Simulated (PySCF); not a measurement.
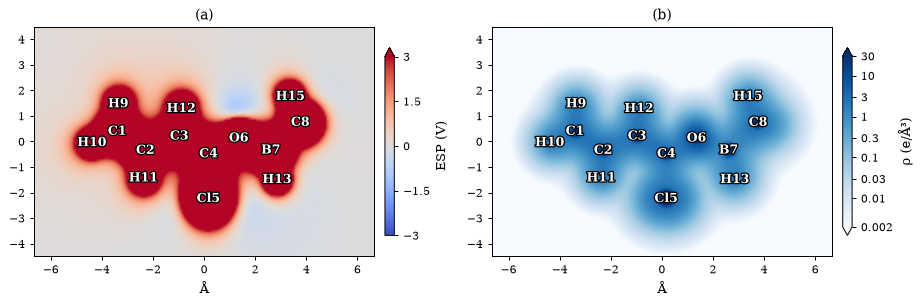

Figure. C₅H₈BClO (SMILES C=C/C=C(\Cl)OBC). (a) molecular electrostatic potential; (b) electron density on the plane of atoms H9, C1 and H10.

Geometry: GFN2-xTB.

Method: PBE0/pcSseg-1, SCF density, gas phase, non-relativistic (PySCF 2.14.0).

```yaml
atoms:
  - { symbol: C, position_ang: [3.6312, -0.7362, -0.2300] }
  - { symbol: C, position_ang: [2.6419, 0.1394, -0.3889] }
  - { symbol: C, position_ang: [1.2711, -0.1579, -0.0695] }
  - { symbol: C, position_ang: [0.2321, 0.6777, -0.2099] }
  - { symbol: Cl, position_ang: [0.4508, 2.2909, -0.8239] }
  - { symbol: O, position_ang: [-1.0060, 0.3025, 0.1108] }
  - { symbol: B, position_ang: [-2.1799, 0.9583, 0.0919] }
  - { symbol: C, position_ang: [-3.4472, 0.1334, 0.5503] }
  - { symbol: H, position_ang: [3.4526, -1.7276, 0.1529] }
  - { symbol: H, position_ang: [4.6489, -0.4915, -0.4779] }
  - { symbol: H, position_ang: [2.8447, 1.1281, -0.7750] }
  - { symbol: H, position_ang: [1.0519, -1.1428, 0.3187] }
  - { symbol: H, position_ang: [-2.2692, 2.0835, -0.2458] }
  - { symbol: H, position_ang: [-3.9429, 0.6167, 1.3897] }
  - { symbol: H, position_ang: [-3.2026, -0.8830, 0.8436] }
  - { symbol: H, position_ang: [-4.1850, 0.0848, -0.2483] }
```

### Describe what can be read from this map.

The section cuts through C, Cl, O, B and H sites. C–C (1.33 Å): ρ at the midpoint is about 2.3 e/Å³. C–O (1.33 Å): ρ is about 2.4 e/Å³ halfway. B–O (1.34 Å): ρ at the midpoint is about 2.1 e/Å³. C–B (1.58 Å): ρ is about 1.4 e/Å³ halfway. C–Cl (1.74 Å): ρ at the midpoint is about 1.4 e/Å³. Outside the dense part of the molecule the potential is most negative (−0.9 V) near O6.
